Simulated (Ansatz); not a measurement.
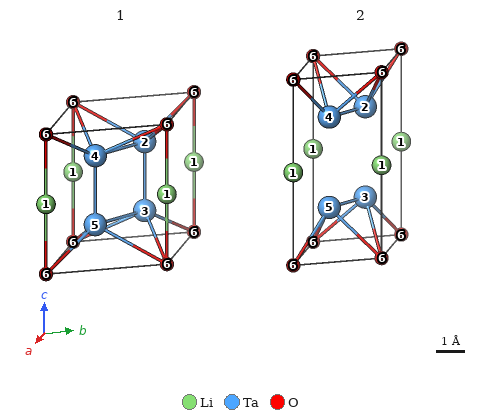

Two geometries of solid LiTa$_{4}$O (a generated structure, set up in P6/mmm) (coarse preliminary run), drawn at one scale. One is the start of a relaxation, the other its converged end. A ball-and-stick model of the cell of the calculation, seen slightly off an axis.

Theory: DFT PBE, scalar-relativistic, plane waves, PAW in Ansatz 0.2.0. (plane-wave cutoff 420 eV; k-point mesh 6 × 6 × 4; occupations gaussian; smearing width 0.1 eV; no spin polarisation; cell and atoms relaxed; force threshold 0.04 eV/Å; at most 70 steps)

Question: Which of the two is the end point?

Answer: Structure 1 is the relaxed one. The energy falls by 4302 meV per atom in 13 accepted moves (16 points after the start). The largest force component goes from 0.12 to 0.017 eV/Å. The pressure goes from 162.02 to 0.04 GPa. The line search rejected the trial step at point 9 of the run. At 2 points the geometry stayed and the basis and grid were re-selected for the new cell (energy shift of 149 meV per atom at most each time). The largest moves relative to the cell, 0.018 Å, are those of Ta2, Ta3, Ta4 and Ta5. Ta4 goes along +c. Li and O stay in place. The volume changes by +41.2 %, with a = b 3.426 → 4.696 Å (+37.0 %), c 7.123 → 5.355 Å (−24.8 %). Near-neighbour distances that change, for instance: Ta2–Ta3 3.657 → 2.715 Å, Li1–O6 3.561 → 2.678 Å, Ta2–Ta3 (another image) 3.466 → 2.641 Å, Ta2–Ta4 1.978 → 2.711 Å. The space group stays P6/mmm (No. 191).
